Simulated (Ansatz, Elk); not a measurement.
# How far do independent atoms describe AlZnGeH?

The structure of AlZnGeH used here is made up (a known structure type with other elements) and was relaxed beforehand with PBEsol. The aim is the Fourier transform of its all-electron density, F(hkl), set beside the sum over free spherical atoms that refinements use.

Calculated with Elk 11.2.3 (patched build); DFT, PBE, all-electron APW+lo, Dirac cores, scalar-relativistic bands, static density, no spin.

The structure was built from a prototype and need not be the compound's stable phase.

## 1. Starting point

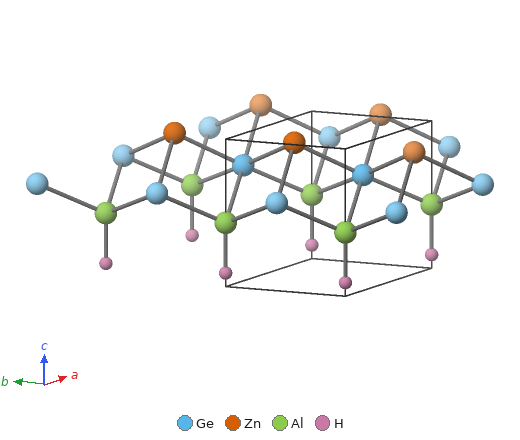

Start, viewed from a free direction; germanium blue, zinc orange, aluminium green, hydrogen pink. 1×2×1 cells are drawn. Some periodic images of atoms are drawn too.

## 2. Ground state and structure factors

An all-electron density is needed, since X-rays see the cores too. Task 0 finds the density and task 195 Fourier-transforms it; tshift is off so that phases refer to the origin typed.

elk.in reads:

```
tasks
  0
  195

xctype
  20

spinpol
  .false.

rgkmax
  7.0

gmaxvr
  14.0

lmaxo
  7

lmaxapw
  8

swidth
  0.002

tshift
  .false.

ramdisk
  .false.

hmaxvr
  5.5

maxscl
  120

epspot
  1e-06

sppath
  './'

avec
  7.31260133958 0.00000000000 -0.00000000000
  -3.65630066979 6.33289852782 0.00000000000
  -0.00000000000 0.00000000000 9.19386171360

atoms
  4
  'Ge.in'
  1
  0.6666666667 0.3333333333 0.6740093224   0.000000 0.000000 0.000000
  'Zn.in'
  1
  0.3333333333 0.6666666667 -0.0653825452   0.000000 0.000000 0.000000
  'Al.in'
  1
  0.0000000000 -0.0000000000 0.4330840202   0.000000 0.000000 0.000000
  'H.in'
  1
  0.0000000000 -0.0000000000 0.0921892026   0.000000 0.000000 0.000000

ngridk
  7 7 5
```

Launch:

```bash
OMP_NUM_THREADS=4 elk
```

Numbers of over 12 decimals in the logs are rounded to 6 here.

The log of the run:

```text
┌─────────────────────────┐
│ Elk code version 11.2.3 │
└─────────────────────────┘

All units are atomic (Hartree, Bohr, etc.)

┌─────────────────────────────────────────────────┐
│ Ground-state run starting from atomic densities │
└─────────────────────────────────────────────────┘

Lattice vectors :
   7.312601340       0.000000000      -0.000000000
  -3.656300670       6.332898528       0.000000000
  -0.000000000       0.000000000       9.193861714

Reciprocal lattice vectors :
  0.8592271088      0.4960750026       0.000000000
  -0.000000000      0.9921500052      -0.000000000
   0.000000000       0.000000000      0.6834108999

Unit cell volume      :    425.7673890
Brillouin zone volume :   0.5825956141

Muffin-tin inner radius fraction :   0.1000000000E-01

Nuclei treated as point charges

Species : 1 (Ge)
 parameters loaded from : Ge.in
 name : germanium
 nuclear charge    :   -32.00000000
 electronic charge :    32.00000000
 atomic mass :    132414.6196
 muffin-tin radius :    2.400000000
 number of radial points in muffin-tin :    993
 inner part over the whole radius :   0.9906635991E-02
 number on inner part of muffin-tin    :    702
 approximate nuclear radius :   0.7637961215E-04
 number of mesh points to nuclear radius :    340
 atomic positions (lattice), magnetic fields (Cartesian) :
  1 :   0.66666667  0.33333333  0.67400932    0.00000000  0.00000000  0.00000000

Species : 2 (Zn)
 parameters loaded from : Zn.in
 name : zinc
 nuclear charge    :   -30.00000000
 electronic charge :    30.00000000
 atomic mass :    119233.3130
 muffin-tin radius :    2.400000000
 number of radial points in muffin-tin :    993
 inner part over the whole radius :   0.9843840322E-02
 number on inner part of muffin-tin    :    701
 approximate nuclear radius :   0.7484757725E-04
 number of mesh points to nuclear radius :    337
 atomic positions (lattice), magnetic fields (Cartesian) :
  1 :   0.33333333  0.66666667  0.93461745    0.00000000  0.00000000  0.00000000

Species : 3 (Al)
 parameters loaded from : Al.in
 name : aluminium
 nuclear charge    :   -13.00000000
 electronic charge :    13.00000000
 atomic mass :    49184.33496
 muffin-tin radius :    1.884752107
 number of radial points in muffin-tin :    793
 inner part over the whole radius :   0.9910836148E-02
 number on inner part of muffin-tin    :    550
 approximate nuclear radius :   0.5839653600E-04
 number of mesh points to nuclear radius :    246
 atomic positions (lattice), magnetic fields (Cartesian) :
  1 :   0.00000000  0.00000000  0.43308402    0.00000000  0.00000000  0.00000000

Species : 4 (H)
 parameters loaded from : H.in
 name : hydrogen
 nuclear charge    :   -1.000000000
 electronic charge :    1.000000000
 atomic mass :    1837.362221
 muffin-tin radius :    1.199387705
 number of radial points in muffin-tin :    393
 inner part over the whole radius :   0.9894917572E-02
 number on inner part of muffin-tin    :    257
 approximate nuclear radius :   0.2766748019E-04
 number of mesh points to nuclear radius :     78
 atomic positions (lattice), magnetic fields (Cartesian) :
  1 :   0.00000000  0.00000000  0.09218920    0.00000000  0.00000000  0.00000000

Total number of atoms per unit cell :    4
Total muffin-tin volume :    151.0835607
 ratio of muffin-tin to unit cell volume :   0.3548500063

Spin treatment :
 spin-unpolarised

Number of Bravais lattice symmetries :   24
Number of crystal symmetries         :    6
Crystal has no inversion symmetry
Complex Hermitian eigensolver will be used

k-point grid :      7     7     5
k-point offset :    0.000000000       0.000000000       0.000000000
k-point set is reduced with full crystal symmetry group
Total number of k-points :       60

Muffin-tin radius times maximum |G+k| :    7.000000000
 using average radius
Maximum |G+k| for APW functions       :    3.551433722
Maximum (1/2)|G+k|²                   :    6.306340742
Maximum |G| for potential and density :    14.00000000
Constant for pseudocharge density :    8
[...]
at k-point 26

Charges :
 core                        :    34.00000000
 valence                     :    42.00000000
 interstitial                :    5.192822974
 muffin-tins (core leakage)
  species : 1 (Ge)
   atom 1                    :    30.82421800     (  0.3449518696E-03)
  species : 2 (Zn)
   atom 1                    :    28.57128473     (  0.8439554170E-04)
  species : 3 (Al)
   atom 1                    :    10.72502862     (  0.2492602542E-02)
  species : 4 (H)
   atom 1                    :   0.6866456816     (   0.000000000    )
 total in muffin-tins        :    70.80717703
 total calculated charge     :    75.99669199
 total charge                :    76.00000000
 error                       :   0.3308010431E-02

RMS change in Kohn-Sham potential (target) :    41.57100753     (  0.1000000000E-05)
Absolute change in total energy (target)   :   0.3917090244     (  0.1000000000E-03)

[... loops 3 to 21 left out ...]

┌──────────────────┐
│ Loop number : 22 │
└──────────────────┘

Energies :
 Fermi                       :     0.181963
 sum of occupied eigenvalues :     -2368.8851328681
 electron kinetic            :      4216.3805864512
 core electron kinetic       :      3782.8146202313
 Coulomb                     :     -8184.5580530608
 Coulomb potential           :     -6363.8682687674
 nuclear-nuclear             :     -521.12430681187
 electron-nuclear            :     -8974.2350947777
 Hartree                     :      1310.8013485289
 Madelung                    :     -5002.6239186771
 xc potential                :     -221.39745055197
 exchange                    :     -166.84820804376
 correlation                 :     -3.544601
 electron entropic           :    -0.36726664580144E-03
 total energy                :     -4138.5706428502

Density of states at Fermi energy :    30.22827208
 (states/Hartree/unit cell)

Estimated indirect band gap :   0.2093268530E-02
 from k-point 24 to k-point 34
Estimated direct band gap   :   0.2864175925E-01
 at k-point 26

Charges :
 core                        :    34.00000000
 valence                     :    42.00000000
 interstitial                :    5.166436106
 muffin-tins (core leakage)
  species : 1 (Ge)
[...]
species : 2 (Zn)
[...]
species : 3 (Al)
[...]
species : 4 (H)
   atom 1                    :   0.6071169905     (   0.000000000    )
 total in muffin-tins        :    70.83356389
 total calculated charge     :    75.99679194
 total charge                :    76.00000000
 error                       :   0.3208056712E-02

RMS change in Kohn-Sham potential (target) :   0.3061554454E-06 (  0.1000000000E-05)
Absolute change in total energy (target)   :   0.3125296644E-07 (  0.1000000000E-03)

Convergence targets achieved

┌──────────────────┐
│ Loop number : 23 │
└──────────────────┘

Energies :
 Fermi                       :     0.181963
 sum of occupied eigenvalues :     -2368.8851327892
 electron kinetic            :      4216.3805863554
 core electron kinetic       :      3782.8146202653
 Coulomb                     :     -8184.5580528982
 Coulomb potential           :     -6363.8682688524
 nuclear-nuclear             :     -521.12430681187
 electron-nuclear            :     -8974.2350943692
 Hartree                     :      1310.8013482829
 Madelung                    :     -5002.6239184719
 xc potential                :     -221.39745029215
 exchange                    :     -166.84820803078
 correlation                 :     -3.544601
 electron entropic           :    -0.36726664779622E-03
 total energy                :     -4138.5706427702

Density of states at Fermi energy :    30.22827221
 (states/Hartree/unit cell)

Estimated indirect band gap :   0.2093268522E-02
 from k-point 24 to k-point 34
Estimated direct band gap   :   0.2864175917E-01
 at k-point 43

Charges :
 core                        :    34.00000000
 valence                     :    42.00000000
 interstitial                :    5.166436109
 muffin-tins (core leakage)
  species : 1 (Ge)
   atom 1                    :    30.69246480     (  0.3402480600E-03)
  species : 2 (Zn)
   atom 1                    :    28.82731826     (  0.8049095622E-04)
  species : 3 (Al)
   atom 1                    :    10.70666385     (  0.2426198553E-02)
  species : 4 (H)
   atom 1                    :   0.6071169904     (   0.000000000    )
 total in muffin-tins        :    70.83356389
 total calculated charge     :    75.99679194
 total charge                :    76.00000000
 error                       :   0.3208056712E-02

┌──────────────────────────────┐
│ Self-consistent loop stopped │
└──────────────────────────────┘

Warning : core states of species 1 leak from the muffin-tin :   0.3402480600E-03

Warning : core states of species 3 leak from the muffin-tin :   0.2426198553E-02

Wrote STATE.OUT
```

It took 53 s on 4 threads of Arm Neoverse V2, shared host; peak memory 0.16 GiB; 3.1 min of CPU time.

SFACRHO.OUT:

```text

h k l indices transformed by vhmat matrix:
   1.000000000       0.000000000       0.000000000    
   0.000000000       1.000000000       0.000000000    
   0.000000000       0.000000000       1.000000000    

      h      k      l  multipl.   |H|            Re(F)            Im(F)           |F|

      0      0      0      1   0.0000000       75.999999     -0.15476276E-16   75.999999    
      0      0      1      1  0.68341090       2.3059593      -32.385023       32.467017    
      0      0     -1      1  0.68341090       2.3059593       32.385023       32.467017    
     -1      0      0      3  0.99215001      -15.978282       1.4290871       16.042063    
      0     -1      0      3  0.99215001      -15.978282      -1.4290871       16.042063    
      1     -1      1      3   1.2047457      -1.8169501      -9.2860126       9.4621000    
      1      0      1      3   1.2047457      -25.039504       51.101569       56.906477    
      1     -1     -1      3   1.2047457      -25.039504      -51.101569       56.906477    
     -1      1     -1      3   1.2047457      -1.8169501       9.2860126       9.4621000    
      0      0     -2      1   1.3668218       7.9201808       2.9555091       8.4536559    
      0      0      2      1   1.3668218       7.9201808      -2.9555091       8.4536559    
      1     -1     -2      3   1.6889534       35.655594      -17.586539       39.756858    
      0     -1      2      3   1.6889534       35.655594       17.586539       39.756858    
      1     -1      2      3   1.6889534      -25.774616      -32.071976       41.145382    
      1      0     -2      3   1.6889534      -25.774616       32.071976       41.145383    
     -1      2      0      6   1.7184542       54.107639     -0.87197856E-09   54.107639    
     -2      1      1      6   1.8493608       2.0507210      -25.100046       25.183680    
      1     -2     -1      6   1.8493608       2.0507210       25.100046       25.183680
```

Elk indexes on the primitive cell of elk.in and gives |H| = 4π sin θ/λ in inverse bohr. Below, one row stands for each form hkl of the conventional cell (m members, Friedel mates merged), F is for one primitive cell and the density is static (no thermal factor). Free-atom factors are Waasmaier and Kirfel's, and R is Σm||F|−|F'||/Σm|F|.

| hkl | m | sin θ/λ (Å⁻¹) | abs F, DFT | neutral atoms | diff. | abs of complex diff. |
| --- | --- | --- | --- | --- | --- | --- |
| 001 | 2 | 0.103 | 32.467 | 32.362 | +0.105 | 0.210 |
| 100 | 6 | 0.149 | 16.042 | 16.159 | -0.117 | 0.272 |
| 011 | 6 | 0.181 | 9.462 | 9.683 | -0.221 | 0.284 |
| 101 | 6 | 0.181 | 56.907 | 56.945 | -0.038 | 0.132 |
| 002 | 2 | 0.205 | 8.454 | 8.631 | -0.177 | 0.322 |
| 102 | 6 | 0.254 | 39.757 | 39.954 | -0.197 | 0.221 |
| 012 | 6 | 0.254 | 41.145 | 41.542 | -0.396 | 0.415 |
| 110 | 6 | 0.258 | 54.108 | 54.398 | -0.291 | 0.291 |
| 111 | 12 | 0.278 | 25.184 | 25.498 | -0.315 | 0.319 |
| 200 | 6 | 0.298 | 13.193 | 13.407 | -0.214 | 0.220 |
| 003 | 2 | 0.308 | 27.069 | 27.440 | -0.370 | 0.376 |
| 201 | 6 | 0.316 | 7.665 | 7.870 | -0.205 | 0.205 |
| 021 | 6 | 0.316 | 46.186 | 46.465 | -0.279 | 0.283 |
| 112 | 12 | 0.330 | 6.703 | 6.779 | -0.076 | 0.076 |
| 103 | 6 | 0.343 | 3.510 | 3.569 | -0.059 | 0.103 |
| 013 | 6 | 0.343 | 43.389 | 43.542 | -0.153 | 0.159 |
| 202 | 6 | 0.362 | 35.131 | 35.199 | -0.067 | 0.069 |
| 022 | 6 | 0.362 | 33.495 | 33.674 | -0.179 | 0.184 |

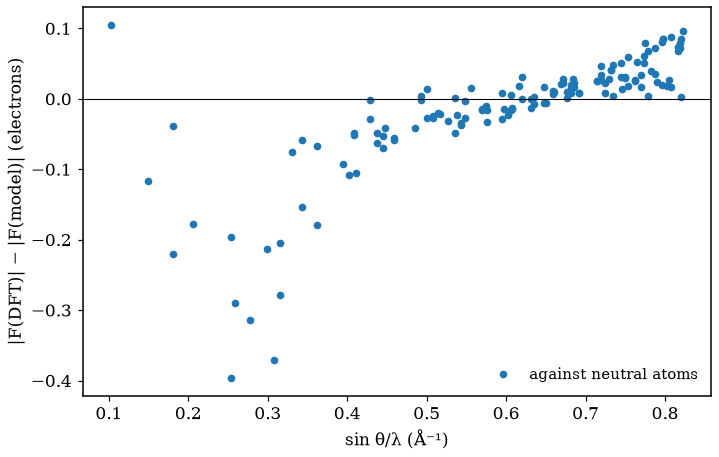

Difference between the calculated structure factors and the independent-atom ones.

## 3. The highest occupied states alone

An energy window below the Fermi level keeps the highest occupied states, to see at which angles they scatter; shallow core shells can lie inside it and anion s states outside. No new self-consistency is needed.

Edit elk.in of step 2 so:

```diff
@@ -1,3 +1,2 @@
 tasks
-  0
   195
@@ -40,2 +39,5 @@
 
+wsfac
+  -0.185530 0.481960
+
 sppath
```

Launch:

```bash
OMP_NUM_THREADS=4 elk
```

The log of the run:

```text
┌─────────────────────────────────┐
│ Elk code version 11.2.3 started │
└─────────────────────────────────┘

Info(readinput): the functional depends on the density's gradient
 muffin-tin radial points multiplied by    2.00000
 (not where nrmtscf is given)

┌────────────────────┐
│ Current task : 195 │
└────────────────────┘
Info(checkmt): changed muffin-tin radius of species 3 (Al) from   2.2000 to   1.8848
Info(checkmt): changed muffin-tin radius of species 4 (H) from   1.4000 to   1.1994

Info(sfacrho): density structure factors written to SFACRHO.OUT

 Energy window :  -0.1855300000      0.4819600000

┌──────────────────┐
│ Elk code stopped │
└──────────────────┘
```

It took 6.3 s on 4 threads; peak memory 0.17 GiB; 8.6 s of CPU time.

States within 10 eV below the Fermi level hold 19.32 electrons; any levels below the window count with the cores, and a count that is not whole means the window cuts a band. Their amplitudes can exceed the total, where window and core parts have opposite phase:

```
hkl  sin θ/λ (Å⁻¹)  abs F, window  abs F, all
001          0.103          9.104      32.467
100          0.149          7.458      16.042
011          0.181          6.885       9.462
101          0.181          9.101      56.907
002          0.205          6.844       8.454
102          0.254          6.805      39.757
012          0.254          6.155      41.145
110          0.258          6.523      54.108
111          0.278          6.099      25.184
200          0.298          5.439      13.193
```

## 4. Another try

In this try the input is made faulty on purpose, to show what that does.

The input is changed as shown.

Edit elk.in of step 3 so:

```diff
@@ -1,2 +1,3 @@
 tasks
+  0
   195
@@ -34,3 +35,3 @@
 maxscl
-  120
+  40
 
@@ -39,7 +40,7 @@
 
-wsfac
-  -0.185530 0.481960
-
 sppath
   './'
+
+scale
+  0.52917721
```

Launch:

```bash
OMP_NUM_THREADS=4 elk
```

The log of the run:

```text
┌─────────────────────────┐
│ Elk code version 11.2.3 │
└─────────────────────────┘

All units are atomic (Hartree, Bohr, etc.)

┌─────────────────────────────────────────────────┐
│ Ground-state run starting from atomic densities │
└─────────────────────────────────────────────────┘

Lattice vectors :
   3.869661975       0.000000000      -0.000000000
  -1.934830987       3.351225574       0.000000000
  -0.000000000       0.000000000       4.865182091

Reciprocal lattice vectors :
   1.623703917      0.9374458938       0.000000000
[...]
┌──────────────────────────────┐
│ Self-consistent loop stopped │
└──────────────────────────────┘

Warning : the lowest level lies among the core levels :   -3.374713615      -1.421016212

Warning : core states of species 1 leak from the muffin-tin :   0.3178410874

Warning : core states of species 2 leak from the muffin-tin :   0.6315754521E-01

Warning : core states of species 3 leak from the muffin-tin :   0.2655742028

Warning : the occupied levels lie far from the species files' linearisation energy :    1.318687601

Warning : more electrons lie deep than the shells out of the core hold :   18.0000       12.0000

Wrote STATE.OUT
[key lines of the parts left out:]
total energy                :     -4178.3387523479
```

Elapsed: 85 s, on 4 threads; peak memory 0.17 GiB.

The run stopped without converging, so none of its numbers is a property of the system.

The fault put into the input: lattice vectors in angstrom read as bohr.

(Continued in part 2 of 2.)

[Logs are printed without paths, hosts, clocks, repeated set-up lines and the standing remarks that a program may print on its own settings, such as how far it seeks lower states.]

[Hosts, paths, dates, database ids (printed as entryN), source tags and the programs' standing remarks are cut or masked in the printed files.]
